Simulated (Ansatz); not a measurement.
Consider CH$_{4}$BFSi.

The calculation's input:

```
crystal:
  periodic: [false, false, false]
  atoms:
    - { symbol: B, position_ang: [-0.66101, 1.60143, -0.43401] }
    - { symbol: C, position_ang: [0.08278, 0.8057, 0.41392] }
    - { symbol: Si, position_ang: [0.31812, -1.03083, 0.11933] }
    - { symbol: F, position_ang: [-0.44208, -1.4431, -1.2438] }
    - { symbol: H, position_ang: [-1.28971, 2.20794, -1.17621] }
    - { symbol: H, position_ang: [-0.24719, 2.24446, 0.45152] }
    - { symbol: H, position_ang: [1.70948, -1.39854, -0.12762] }
    - { symbol: H, position_ang: [-0.31329, -1.86339, 1.13929] }
basis:
  gaussian: { orbitals: def2-SVP }
hamiltonian:
  xc: pbe
  dispersion: d4
relax:
  f_tol: 0.02
  max_steps: 50
output:
  orbitals: {}
```

Launched as:

```sh
ansatz run input.yaml --threads 1 --pin off --max-ram 2048MiB --backend cpu --events-out ev --progress --plain --runs-dir out
```

The fields are those of the relaxed geometry.

Computed with RKS PBE-D4/def2-SVP (Ansatz 0.2.0).

Question: What will maps of the electron density and electron localisation function show?

Answer: C–B (1.39 Å): ρ at the midpoint is about 1.8 e/Å³; the ELF peaks at about 0.90 between the atoms (a covalent bond).
Si–F (1.65 Å): ρ at the midpoint is about 0.95 e/Å³; the ELF peaks at about 0.85 in the valence shell of F, 0.6 Å from its nucleus, and is about 0.50 at the midpoint.
C–Si (1.85 Å): the density is about 0.92 e/Å³ at the midpoint; the ELF peaks at about 0.95 between the atoms, as expected for localised, covalent bonding.
C–H (1.10 Å): ρ is about 1.8 e/Å³ halfway; the ELF climbs to about 1 towards the hydrogen, as it does in any bond to H (an ordinary covalent bond to hydrogen).

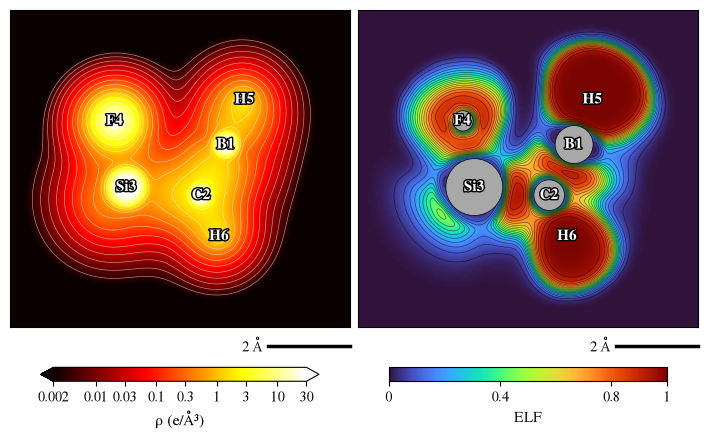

Computed electron density and electron localisation function on the plane of atoms C2, Si3 and F4, in this order. Grey discs cover the atomic cores in the ELF map. 
